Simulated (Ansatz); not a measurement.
# (CaS)1(AgCl)2 [001] superlattice, started as rocksalt type: phonons and vibrational spectra, part 3 of 3

Task: relax (CaS)1(AgCl)2 [001] superlattice, started as rocksalt type, then find its harmonic phonons.

Ansatz 0.2.0; DFT LDA, scalar-relativistic, plane waves, PAW.

So far. Step 4 (Relaxing to small forces for the phonons): The largest force component left is 0.80 meV/Å and the pressure is -0.003 GPa, within the tolerances set. The cell now holds 19.95 Å³/atom. The relaxed cell has a = 3.916, c = 15.608 Å (conventional setting).

The structure was built from a prototype and need not be the compound's stable phase.

### Step 5. Modes at Γ (continued)

Activity x (w_L - w)^4 (n + 1)/w, 532 nm, 300 K; the tensors are static ones, while 532 nm light lies above the computed direct gap, where resonance would change the heights; modes without the macroscopic field alone. Lines of the Raman spectrum (strongest = 100):

| position (cm⁻¹) | label | relative intensity |
| --- | --- | --- |
| 27 | Eu | 0.0 |
| 37 | Eg | 100 |
| 103 | Eu | 0.0 |
| 122 | A1g | 1.4 |
| 130 | A2u | 0.0 |
| 143 | Eg | 16 |
| 198 | A2u | 0.0 |
| 221 | A1g | 89 |
| 251 | Eu | 0.0 |
| 309 | A2u | 0.0 |

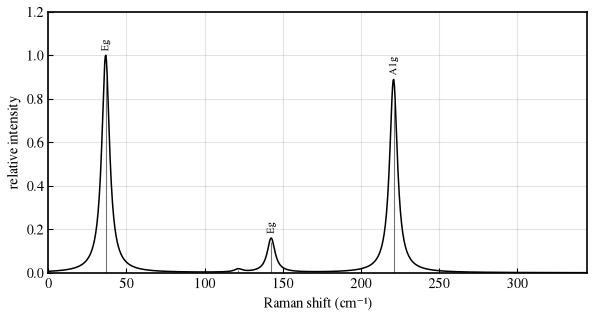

The Raman spectrum, broadened with Lorentzians of width 6 cm⁻¹; bars mark the lines.

Before it was imposed, the acoustic sum rule was missed by 1.9e-4 eV/Å² and the charge sum rule by 0.0077 e. Small misses are needed for a sound result but don't prove that mesh and cutoff are converged. The lowest optical mode is real, 27.2 cm⁻¹.

### Step 6. Isotope substitution, element Ag, natural mass 107.868 amu

An isotope changes the mass and not the force constants, so no new electronic calculation is needed; the shifts show which modes move this element.

The same force constants with the mass of Ag changed from 107.868 to 108.905 u (phonopy, no LO-TO term). Both lists are sorted by frequency; levels can cross, so a row need not hold one and the same mode. Modes under 3 cm⁻¹ are left out. Isotope shifts, by row:

| q | rank | natural mass (cm⁻¹) | changed mass (cm⁻¹) |
| --- | --- | --- | --- |
| 0 0 0 | 4 | 27.16 | 27.12 |
| 0 0 0 | 5 | 27.16 | 27.12 |
| 0 0 0 | 6 | 36.66 | 36.49 |
| 0 0 0 | 7 | 36.66 | 36.49 |
| 0 0 0 | 8 | 102.9 | 102.9 |
| 0 0 0 | 9 | 102.9 | 102.9 |
| 0 0 0 | 10 | 121.6 | 121.1 |
| 0 0 0 | 11 | 129.9 | 129.8 |
| 0 0 0 | 12 | 142.6 | 142.6 |
| 0 0 0 | 13 | 142.6 | 142.6 |
| 0 0 0 | 14 | 198.3 | 198.3 |
| 0 0 0 | 15 | 220.9 | 220.8 |
| 0 0 0 | 16 | 250.7 | 250.7 |
| 0 0 0 | 17 | 250.7 | 250.7 |
| 0 0 0 | 18 | 309 | 308.9 |

A mode of this element alone would shift by -0.48 %. The highest zone-centre frequency without the field goes from 309.0 to 308.9 cm⁻¹ (-0.0 %). The product of the frequency ratios over all optical modes at Γ is 0.980; the product rule, (m/m′)^(3k/2) (M′/M)^(3/2) with k = 2 such atoms and M the mass of the cell, gives 0.980.

### Step 7. Isotope substitution, element Ca, natural mass 40.078 amu

The same for Ca, from 40.08 to 47.95 u.

The same force constants with the mass of Ca changed from 40.078 to 47.953 u (phonopy, no LO-TO term). Both lists are sorted by frequency; levels can cross, so a row need not hold one and the same mode. Modes under 3 cm⁻¹ are left out. Isotope shifts, by row:

| q | rank | natural mass (cm⁻¹) | changed mass (cm⁻¹) |
| --- | --- | --- | --- |
| 0 0 0 | 4 | 27.16 | 26.22 |
| 0 0 0 | 5 | 27.16 | 26.22 |
| 0 0 0 | 6 | 36.66 | 36.66 |
| 0 0 0 | 7 | 36.66 | 36.66 |
| 0 0 0 | 8 | 102.9 | 102.2 |
| 0 0 0 | 9 | 102.9 | 102.2 |
| 0 0 0 | 10 | 121.6 | 121.6 |
| 0 0 0 | 11 | 129.9 | 123.7 |
| 0 0 0 | 12 | 142.6 | 142.6 |
| 0 0 0 | 13 | 142.6 | 142.6 |
| 0 0 0 | 14 | 198.3 | 192.6 |
| 0 0 0 | 15 | 220.9 | 220.9 |
| 0 0 0 | 16 | 250.7 | 241.8 |
| 0 0 0 | 17 | 250.7 | 241.8 |
| 0 0 0 | 18 | 309 | 309 |

A mode of this element alone would shift by -8.58 %. The highest zone-centre frequency without the field goes from 309.0 to 309.0 cm⁻¹ (-0.0 %). The product of the frequency ratios over all optical modes at Γ is 0.789; the product rule, (m/m′)^(3k/2) (M′/M)^(3/2) with k = 1 such atoms and M the mass of the cell, gives 0.789.

### Step 8. Another isotope, element Cl, natural mass 35.45 amu

The same for Cl, from 35.45 to 36.97 u.

The same force constants with the mass of Cl changed from 35.450 to 36.966 u (phonopy, no LO-TO term). Both lists are sorted by frequency; levels can cross, so a row need not hold one and the same mode. Modes under 3 cm⁻¹ are left out. Isotope shifts, by row:

| q | rank | natural mass (cm⁻¹) | changed mass (cm⁻¹) |
| --- | --- | --- | --- |
| 0 0 0 | 4 | 27.16 | 27.16 |
| 0 0 0 | 5 | 27.16 | 27.16 |
| 0 0 0 | 6 | 36.66 | 36.62 |
| 0 0 0 | 7 | 36.66 | 36.62 |
| 0 0 0 | 8 | 102.9 | 101.2 |
| 0 0 0 | 9 | 102.9 | 101.2 |
| 0 0 0 | 10 | 121.6 | 121.5 |
| 0 0 0 | 11 | 129.9 | 129.4 |
| 0 0 0 | 12 | 142.6 | 139.8 |
| 0 0 0 | 13 | 142.6 | 139.8 |
| 0 0 0 | 14 | 198.3 | 195.9 |
| 0 0 0 | 15 | 220.9 | 216.5 |
| 0 0 0 | 16 | 250.7 | 250.7 |
| 0 0 0 | 17 | 250.7 | 250.7 |
| 0 0 0 | 18 | 309 | 308.9 |

A mode of this element alone would shift by -2.07 %. The highest zone-centre frequency without the field goes from 309.0 to 308.9 cm⁻¹ (-0.0 %). The product of the frequency ratios over all optical modes at Γ is 0.893; the product rule, (m/m′)^(3k/2) (M′/M)^(3/2) with k = 2 such atoms and M the mass of the cell, gives 0.893.

### Step 9. Another isotope, element S, natural mass 32.06 amu

The same for S, from 32.06 to 33.97 u.

A mode of this element alone would shift by -2.85 %. The highest zone-centre frequency without the field goes from 309.0 to 301.1 cm⁻¹ (-2.6 %). The product of the frequency ratios over all optical modes at Γ is 0.924; the product rule, (m/m′)^(3k/2) (M′/M)^(3/2) with k = 1 such atoms and M the mass of the cell, gives 0.924.

### Step 10. Results

* space group after relaxation (within 0.01 Å): I4/mmm
* volume per atom: 19.9 Å³
* gap on the k-mesh: 1.13 eV
* highest optical mode at the zone centre (no LO-TO term): 309 cm⁻¹
* top of the zone-centre spectrum with the field: 315 cm⁻¹
* lowest optical zone-centre mode: 27.2 cm⁻¹
* mean high-frequency dielectric constant: 5.70
* mean static dielectric constant: 16.6
* largest Born charge (third of the trace): 2.44 e
* imaginary modes at Γ (the only wavevector solved): none

What this shows: The structure is stable against zone-centre distortions, since no mode there is imaginary; other wavevectors were not solved, so zone-boundary instabilities are untested. Without the field, the optical modes at Γ span 27 to 309 cm⁻¹. No dispersion was computed. The highest mode in this list at Γ, 309.0 cm⁻¹, is mostly motion of S (90 % of the kinetic energy). With the macroscopic field of the longitudinal modes the top of the zone-centre spectrum lies at 315 cm⁻¹, against 309 cm⁻¹ without it. Lattice motion raises the mean dielectric constant from 5.703 to 16.57. The strongest infrared line is at 251 cm⁻¹. Averaged over orientations, the strongest Raman line at 532 nm and 300 K is at 37 cm⁻¹. The tensors are the static, non-resonant ones, while 532 nm light (2.33 eV) lies above the computed gap. The starting cell was built on a prototype and not taken from a measurement, so the phase need not exist. These are harmonic frequencies at zero temperature: anharmonic shifts, linewidths and thermal expansion are left out.

[Hosts, paths, dates, database ids (printed as entryN), source tags and the programs' standing remarks are cut or masked in the printed files.]
